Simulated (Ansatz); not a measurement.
**BH3O (triplet): correlated methods under varied settings at distance B1–H4 along a hydrogen transfer = 1.194 Å**

Aim: run BH3O (triplet) at one geometry under a spread of methods and options, and see what each costs and gives.

The runs use Ansatz 0.2.0, Gaussian basis; the settings change from run to run.

17 further runs of the same task are left out: 9 for a known fault of the program, 2 for a mislabelled method, 5 that didn't finish, 1 set aside as unsound or not needed.

## Step 1: The geometry

The geometry derives from fragments relaxed apart (PBE0/def2-TZVP) and kept rigid, so it is no stationary point. A hydrogen atom is moved between rigid fragments.

5 atoms, charge 0, spin multiplicity 3.

Atoms are counted from 1 here; the program's logs count them from 0.

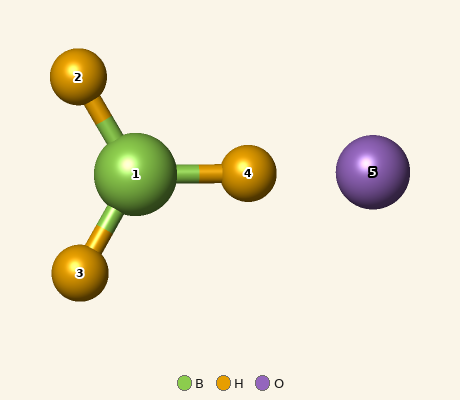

The geometry (boron green, hydrogen amber, oxygen purple); atoms are numbered from 1 in the order of the file.

## Step 2: BCCD(T)/6-31G

Contents of in.yaml:

```yaml
crystal:
  periodic: [false, false, false]
  atoms:
    - {symbol: B, position_ang: [-1.349272, 0.000000, 0.000000]}
    - {symbol: H, position_ang: [-1.946006, 1.033571, 0.000000]}
    - {symbol: H, position_ang: [-1.946006, -1.033571, 0.000000]}
    - {symbol: H, position_ang: [-0.155807, 0.000000, 0.000000]}
    - {symbol: O, position_ang: [1.166728, 0.000000, 0.000000]}
basis:
  gaussian: {orbitals: 6-31G}
magnetization: {spin_polarized: false, initial_magnetization: 2}
hamiltonian: {xc: {name: r2SCAN}}
correlation: {method: bccd_t, electrons: all}
```

Command:

```
ansatz run in.yaml --threads 1 --pin off --events-out ev --progress --plain --max-ram 2393MiB
```

The program printed, shortened:

```text
Functional definition: r2SCAN
  name "r2SCAN"
  cite "Furness, Kaplan, Ning, Perdew & Sun, J. Phys. Chem. Lett. 11, 8208 (2020) doi:10.1021/acs.jpclett.0c02405"
  cite "Furness, Kaplan, Ning, Perdew & Sun, J. Phys. Chem. Lett. 11, 9248 (2020) doi:10.1021/acs.jpclett.0c03077"
  parent r2scan
[...]
297 factors; integrals over basis functions are off by at most 3.0e-4 eV
[...]
mean field -2764.03304038 eV, -101.5763407051 hartree, gradient 1.2e-6 eV, S^2 2.000000; 2 other end points of the search recorded, 0 dependent functions left out
[...]
reference -2750.59773354 eV, -101.0826022857 hartree; 9, 7 occupied and 15, 17 virtual orbitals, 297 factors
second order -3.74483616 eV of doubles, -0.39608683 eV of singles
cycle   1  -4.45168024 eV  change   -3.0e-1 eV  update   5.4e-2
[...]
cycle  11  -4.64139243 eV  change    1.7e-6 eV  update   9.9e-6
perturbative correction -0.05929680 eV, -0.0021791173 hartree
Total energy: -2755.29842278 eV, -101.2553494288 hartree
```

It took 3 s on 1 thread of Arm Neoverse V2, shared host.

From the report: correlation -4.7007 eV; largest double amplitude 0.05.

## Step 3: MP2 on ROHF/6-31G*

in.yaml, as its differences from that of step 2:

```diff
@@ -9,5 +9,5 @@
 basis:
-  gaussian: {orbitals: 6-31G}
+  gaussian: {orbitals: "6-31G*"}
 magnetization: {spin_polarized: false, initial_magnetization: 2}
-hamiltonian: {xc: {name: r2SCAN}}
-correlation: {method: bccd_t, electrons: all}
+correlation: {method: mp2, electrons: all}
+accuracy: high
```

The command is unchanged.

The program printed, shortened:

```text
Functional definition: HF
  name "HF"
  cite "Fock, Z. Phys. 61, 126 (1930) doi:10.1007/BF01340294"
  parent pbe
[...]
688 factors; integrals over basis functions are off by at most 3.3e-9 eV
[...]
mean field -2751.52733376 eV, -101.1167644633 hartree, gradient 2.7e-8 eV, S^2 2.000000; 12 other end points of the search recorded, 0 dependent functions left out
[...]
reference -2751.52733376 eV, -101.1167644633 hartree; 9, 7 occupied and 27, 29 virtual orbitals, 688 factors
second order -5.32735200 eV of doubles, -0.15517750 eV of singles
Total energy: -2757.00986326 eV, -101.3182437062 hartree
```

Run time: 1.1 s. Hardware: 1 thread of Arm Neoverse V2, shared host.

## Step 4: CASSCF(2,6)/cc-pVDZ

in.yaml, as its differences from that of step 3:

```diff
@@ -9,5 +9,5 @@
 basis:
-  gaussian: {orbitals: "6-31G*"}
+  gaussian: {orbitals: cc-pVDZ}
 magnetization: {spin_polarized: false, initial_magnetization: 2}
-correlation: {method: mp2, electrons: all}
+correlation: {active_space: {window: {electrons: 2, orbitals: 6}}}
 accuracy: high
```

The command is unchanged.

The program printed:

```text
Functional definition: HF
  name "HF"
  cite "Fock, Z. Phys. 61, 126 (1930) doi:10.1007/BF01340294"
  parent pbe
  exchange = exact_x
  correlation = 0
880 factors; integrals over basis functions are off by at most 3.6e-9 eV
mean field evaluation 1: about -2746.4899 eV, gradient 2.4e1 eV
mean field evaluation 2: about -2746.4902 eV, gradient 2.4e1 eV
mean field evaluation 4: about -2751.4422 eV, gradient 5.6e0 eV
mean field evaluation 8: about -2751.8026 eV, gradient 1.6e-1 eV
mean field evaluation 16: about -2740.9868 eV, gradient 3.2e1 eV
mean field evaluation 32: about -2751.7810 eV, gradient 2.9e-1 eV
mean field evaluation 64: about -2751.7992 eV, gradient 8.0e-1 eV
mean field evaluation 96: about -2751.7792 eV, gradient 7.8e-8 eV
mean field evaluation 128: about -2751.8027 eV, gradient 1.5e-4 eV
mean field -2751.80271325 eV, -101.1268844731 hartree, gradient 2.8e-8 eV, S^2 2.000000; 13 other end points of the search recorded, 0 dependent functions left out
reference -2751.80271325 eV, -101.1268844731 hartree; 9, 7 occupied and 34, 36 virtual orbitals, 880 factors
state -2751.99136942 eV, -101.1338174594 hartree
Total energy: -2751.99136942 eV, -101.1338174594 hartree
```

Run time: 4 s. Hardware: 1 thread of Arm Neoverse V2, shared host.

From the report: 36 determinants; active occupations 1.00, 1.00, 0.00, 0.00, 0.00, 0.00.

## Step 5: NEVPT2(4,6)/cc-pVDZ

in.yaml, as its differences from that of step 4:

```diff
@@ -11,3 +11,2 @@
 magnetization: {spin_polarized: false, initial_magnetization: 2}
-correlation: {active_space: {window: {electrons: 2, orbitals: 6}}}
-accuracy: high
+correlation: {method: sc_nevpt2, electrons: outside_noble_gas, active_space: {window: {electrons: 4, orbitals: 6}}}
```

Launched as before.

The program printed, shortened:

```text
Functional definition: HF
  name "HF"
  cite "Fock, Z. Phys. 61, 126 (1930) doi:10.1007/BF01340294"
  parent pbe
[...]
388 factors; integrals over basis functions are off by at most 1.2e-3 eV
[...]
mean field -2751.80269734 eV, -101.1268838885 hartree, gradient 2.9e-6 eV, S^2 2.000000; 13 other end points of the search recorded, 0 dependent functions left out
reference -2751.80269734 eV, -101.1268838885 hartree; 9, 7 occupied and 34, 36 virtual orbitals, 388 factors
state -2752.69079250 eV, -101.1595207835 hartree
state -2752.69079250 eV, -101.1595207835 hartree; corrected -2757.69475852 eV, -101.3434131431 hartree
state -2752.61289819 eV, -101.1566582204 hartree
state -2752.61289819 eV, -101.1566582204 hartree; corrected -2757.90501297 eV, -101.3511398516 hartree
state -2752.61289819 eV, -101.1566582204 hartree; corrected -2757.90501297 eV, -101.3511398516 hartree
state -2752.48672491 eV, -101.1520214380 hartree
state -2752.48672491 eV, -101.1520214380 hartree; corrected -2757.86635686 eV, -101.3497192657 hartree
state -2752.61289819 eV, -101.1566582204 hartree; corrected -2757.90501297 eV, -101.3511398516 hartree
WARN: the results are in doubt because another end's mean lies 0.078 eV lower, and its corrected mean 0.210 eV higher
Total energy: -2757.90501297 eV, -101.3511398516 hartree
In doubt: another end's mean lies 0.078 eV lower, and its corrected mean 0.210 eV higher
```

Wall time 4.5 s (1 thread of Arm Neoverse V2, shared host).

From the report: 112 determinants; active occupations 1.97, 1.00, 1.00, 0.02, 0.01, 0.00. Mind the lines of doubt at the end of the log.

## Step 6: HF/6-31G*

in.yaml, as its differences from that of step 5:

```diff
@@ -9,4 +9,5 @@
 basis:
-  gaussian: {orbitals: cc-pVDZ}
-magnetization: {spin_polarized: false, initial_magnetization: 2}
-correlation: {method: sc_nevpt2, electrons: outside_noble_gas, active_space: {window: {electrons: 4, orbitals: 6}}}
+  gaussian: {orbitals: "6-31G*"}
+magnetization: {spin_polarized: true, initial_magnetization: 2}
+hamiltonian: {xc: hf}
+output: {orbitals: {seedname: orbitals}}
```

Same command.

The program printed:

```text
Functional definition: HF
  name "HF"
  cite "Fock, Z. Phys. 61, 126 (1930) doi:10.1007/BF01340294"
  parent pbe
  exchange = exact_x
  correlation = 0
360 factors; integrals over basis functions are off by at most 8.8e-4 eV
mean field evaluation 1: about -2749.2323 eV, gradient 1.5e1 eV
mean field evaluation 2: about -2749.2334 eV, gradient 1.5e1 eV
mean field evaluation 4: about -2751.5720 eV, gradient 3.0e0 eV
mean field evaluation 8: about -2751.7788 eV, gradient 2.2e-1 eV
mean field evaluation 16: about -2751.6826 eV, gradient 4.7e0 eV
mean field evaluation 32: about -2751.7551 eV, gradient 6.7e-3 eV
mean field evaluation 64: about -2750.4518 eV, gradient 6.1e-1 eV
mean field evaluation 96: about -2751.7694 eV, gradient 4.3e-2 eV
mean field evaluation 128: about -2746.0511 eV, gradient 9.8e-1 eV
mean field -2751.77996354 eV, -101.1260484367 hartree, gradient 3.7e-6 eV, S^2 2.018783; 7 other end points of the search recorded, 0 dependent functions left out
reference -2751.77996354 eV, -101.1260484367 hartree; 9, 7 occupied and 27, 29 virtual orbitals, 360 factors
Total energy: -2751.77996354 eV, -101.1260484367 hartree
```

It took 0.45 s on 1 thread of Arm Neoverse V2, shared host.

From the report: ⟨S²⟩ of the determinant 2.019 (pure triplet: 2.00).

## Step 7: BCCD(T)/cc-pVDZ

in.yaml, as its differences from that of step 6:

```diff
@@ -9,5 +9,5 @@
 basis:
-  gaussian: {orbitals: "6-31G*"}
-magnetization: {spin_polarized: true, initial_magnetization: 2}
-hamiltonian: {xc: hf}
-output: {orbitals: {seedname: orbitals}}
+  gaussian: {orbitals: cc-pVDZ, point_charges: [{charge: -1.00, position_ang: [4.873, -0.719, 0.204]}]}
+magnetization: {spin_polarized: false, initial_magnetization: 2}
+hamiltonian: {xc: {name: PBE0}}
+correlation: {method: bccd_t, electrons: valence, diis_vectors: 2}
```

Launched as before.

The program printed, shortened:

```text
Functional definition: PBE0
  name "PBE0"
  cite "Adamo & Barone, J. Chem. Phys. 110, 6158 (1999) doi:10.1063/1.478522"
  cite "Perdew, Burke & Ernzerhof, Phys. Rev. Lett. 77, 3865 (1996) doi:10.1103/PhysRevLett.77.3865"
  parent pbe
[...]
388 factors; integrals over basis functions are off by at most 1.2e-3 eV
[...]
mean field -2762.79131765 eV, -101.5307082365 hartree, gradient 4.9e-8 eV, S^2 2.000000; 4 other end points of the search recorded, 0 dependent functions left out
[...]
2 core orbitals not correlated: weight in the atoms' cores, before any rotation towards them, 1.000 or more for the frozen orbitals, at most 0.000 for the correlated occupied ones
reference -2751.37836959 eV, -101.1112901312 hartree; 7, 5 occupied and 34, 36 virtual orbitals, 388 factors
second order -6.21096234 eV of doubles, -0.37564131 eV of singles
cycle   1  -7.16986529 eV  change   -5.8e-1 eV  update   6.0e-2
[...]
cycle  15  -7.41362693 eV  change   -2.5e-6 eV  update   1.5e-5
perturbative correction -0.11604330 eV, -0.0042645125 hartree
Total energy: -2758.90803982 eV, -101.3880004083 hartree
```

It took 4.3 s on 1 thread of Arm Neoverse V2, shared host.

From the report: correlation -7.5297 eV; largest double amplitude 0.05.

## Step 8: BCCD(T) on ROHF/cc-pVDZ

in.yaml, as its differences from that of step 7:

```diff
@@ -9,5 +9,5 @@
 basis:
-  gaussian: {orbitals: cc-pVDZ, point_charges: [{charge: -1.00, position_ang: [4.873, -0.719, 0.204]}]}
+  gaussian: {orbitals: cc-pVDZ}
 magnetization: {spin_polarized: false, initial_magnetization: 2}
-hamiltonian: {xc: {name: PBE0}}
-correlation: {method: bccd_t, electrons: valence, diis_vectors: 2}
+correlation: {method: bccd_t, electrons: all, diis_vectors: 1}
+output: {forces: true}
```

The command is unchanged.

The program printed, shortened:

```text
Functional definition: HF
  name "HF"
  cite "Fock, Z. Phys. 61, 126 (1930) doi:10.1007/BF01340294"
  parent pbe
[...]
388 factors; integrals over basis functions are off by at most 1.2e-3 eV
[...]
mean field -2751.80269734 eV, -101.1268838885 hartree, gradient 2.9e-6 eV, S^2 2.000000; 14 other end points of the search recorded, 0 dependent functions left out
[...]
determinant -2751.80269734 eV, -101.1268838885 hartree, with singles and doubles -2758.98270283 eV, -101.3907442233 hartree
determinant -2751.77918650 eV, -101.1260198810 hartree, with singles and doubles -2758.95749984 eV, -101.3898180304 hartree
determinant -2750.61842219 eV, -101.0833625794 hartree, with singles and doubles -2757.43864856 eV, -101.3340012754 hartree
determinant -2747.02886104 eV, -100.9514486402 hartree, with singles and doubles -2755.41642636 eV, -101.2596859805 hartree
[...]
reference -2751.80269734 eV, -101.1268838885 hartree; 9, 7 occupied and 34, 36 virtual orbitals, 388 factors
second order -5.93105126 eV of doubles, -0.15543573 eV of singles
cycle   1  -7.17792597 eV  change    3.7e-3 eV  update   8.9e-3
[...]
cycle  38  -7.17423937 eV  change    7.1e-9 eV  update   1.0e-8
perturbative correction -0.11672765 eV, -0.0042896619 hartree
[...]
the multipliers restart with 30 DIIS vectors
Total energy: -2759.09366436 eV, -101.3948219842 hartree
Atom 0 at    -1.349272     0.000000     0.000000 Å, force    -1.782071     0.000000     0.000000 eV/Å
Atom 1 at    -1.946006     1.033571     0.000000 Å, force    -0.074963     0.359179    -0.000000 eV/Å
Atom 2 at    -1.946006    -1.033571     0.000000 Å, force    -0.074963    -0.359179    -0.000000 eV/Å
Atom 3 at    -0.155807     0.000000     0.000000 Å, force     0.156786     0.000000     0.000000 eV/Å
Atom 4 at     1.166728     0.000000     0.000000 Å, force     1.775210     0.000000    -0.000000 eV/Å
Dipole moment:    -0.178937     0.000000    -0.000000 e Å
```

Run time: 58 s. Hardware: 1 thread of Arm Neoverse V2, shared host; peak memory 0.27 GiB.

From the report: correlation -7.2910 eV; largest double amplitude 0.05.

## Step 9: BCCD(T) on UHF/cc-pVDZ

in.yaml, as its differences from that of step 8:

```diff
@@ -10,4 +10,4 @@
   gaussian: {orbitals: cc-pVDZ}
-magnetization: {spin_polarized: false, initial_magnetization: 2}
-correlation: {method: bccd_t, electrons: all, diis_vectors: 1}
+magnetization: {spin_polarized: true, initial_magnetization: 2}
+correlation: {method: bccd_t, electrons: all}
 output: {forces: true}
```

Same command.

The program printed, shortened:

```text
Functional definition: HF
  name "HF"
  cite "Fock, Z. Phys. 61, 126 (1930) doi:10.1007/BF01340294"
  parent pbe
[...]
388 factors; integrals over basis functions are off by at most 1.2e-3 eV
[...]
mean field -2752.05361549 eV, -101.1361049603 hartree, gradient 1.4e-6 eV, S^2 2.018237; 13 other end points of the search recorded, 0 dependent functions left out
determinant -2752.05361549 eV, -101.1361049603 hartree, with singles and doubles -2758.98663191 eV, -101.3908886145 hartree
determinant -2752.03074027 eV, -101.1352643116 hartree, with singles and doubles -2758.96127439 eV, -101.3899567427 hartree
determinant -2750.76100150 eV, -101.0886022723 hartree, with singles and doubles -2757.43964048 eV, -101.3340377278 hartree
determinant -2752.05361549 eV, -101.1361049603 hartree, with singles and doubles -2758.98795880 eV, -101.3909373768 hartree
[...]
reference -2752.05361549 eV, -101.1361049603 hartree; 9, 7 occupied and 34, 36 virtual orbitals, 388 factors
second order -5.84780354 eV of doubles, -0.00000000 eV of singles
cycle   1  -6.92373639 eV  change    1.1e-2 eV  update   5.6e-3
[...]
cycle  19  -6.92332095 eV  change   -3.0e-9 eV  update   9.5e-9
perturbative correction -0.11672763 eV, -0.0042896613 hartree
[...]
the multipliers restart with 30 DIIS vectors
Total energy: -2759.09366407 eV, -101.3948219738 hartree
Atom 0 at    -1.349272     0.000000     0.000000 Å, force    -1.782070     0.000000     0.000000 eV/Å
Atom 1 at    -1.946006     1.033571     0.000000 Å, force    -0.074963     0.359179     0.000000 eV/Å
Atom 2 at    -1.946006    -1.033571     0.000000 Å, force    -0.074963    -0.359179    -0.000000 eV/Å
Atom 3 at    -0.155807     0.000000     0.000000 Å, force     0.156785    -0.000000     0.000000 eV/Å
Atom 4 at     1.166728     0.000000     0.000000 Å, force     1.775210     0.000000    -0.000000 eV/Å
Dipole moment:    -0.178937     0.000000    -0.000000 e Å
```

Wall time 58 s (1 thread of Arm Neoverse V2, shared host); peak memory 0.28 GiB.

From the report: ⟨S²⟩ of the determinant 2.018 (pure triplet: 2.00); correlation -7.0400 eV; largest double amplitude 0.05.

## Step 10: The runs in one table

Where basis and cores are those of an earlier UCCSDT(Q)/cc-pVDZ run (-2759.0289 eV), and the state is the same kind, the miss against it is given. † marks a result that the program doubts.

```
                                                    level         correlated  functions  energy (eV)  from UCCSDT(Q) (meV)    time
                       BCCD(T)/6-31G (on r2SCAN orbitals)                all         24   -2755.2984                           3 s
                                       MP2 on ROHF/6-31G*                all         36   -2757.0099                         1.1 s
                                      CASSCF(2,6)/cc-pVDZ                            43   -2751.9914                7037.5     4 s
                                    NEVPT2(4,6)/cc-pVDZ †  outside noble gas         43   -2757.9050                1123.9   4.5 s
                                                HF/6-31G*                            36   -2751.7800                        0.45 s
BCCD(T)/cc-pVDZ (beside a point charge, on PBE0 orbitals)            valence         43   -2758.9080                         4.3 s
                                  BCCD(T) on ROHF/cc-pVDZ                all         43   -2759.0937                          58 s
                                   BCCD(T) on UHF/cc-pVDZ                all         43   -2759.0937                          58 s
```

## Step 11: Summary of results

| quantity | value |
| --- | --- |
| runs | 8 |
| quickest | HF/6-31G*, 0.45 s |
| slowest | BCCD(T) on ROHF/cc-pVDZ, 58 s |

What this shows: Total energies in different bases, with other cores or another treatment of relativity can't be set against each other. BCCD(T) on ROHF/cc-pVDZ took 129 times as long as HF/6-31G*; the jobs differ in more than the method. Hartree-Fock, CASSCF and CASCI lack dynamic correlation by design.
